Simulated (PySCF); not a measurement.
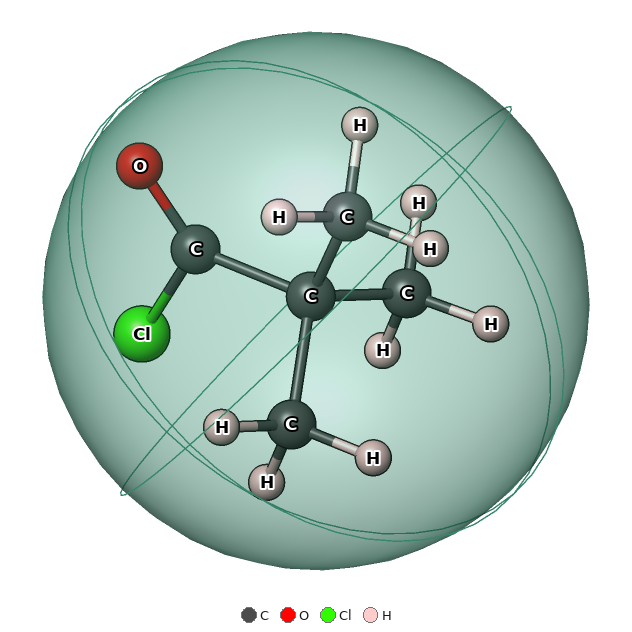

The ellipsoid shows the static dipole polarisability: its half-axes are proportional to the principal values. The geometry was computed by an optimisation with GFN2-xTB. No frequency run is at hand to confirm it as a minimum. Level of theory: CAM-B3LYP/def2-SVPD (PySCF 2.14.0).

Question: Give the principal values, the mean and the anisotropy.

Answer: Principal values 67.3, 75.8, 86.1 bohr³; mean 76.4 bohr³ (11.32 Å³); anisotropy 16.3 bohr³, so the longest axis is 1.28 times the shortest.
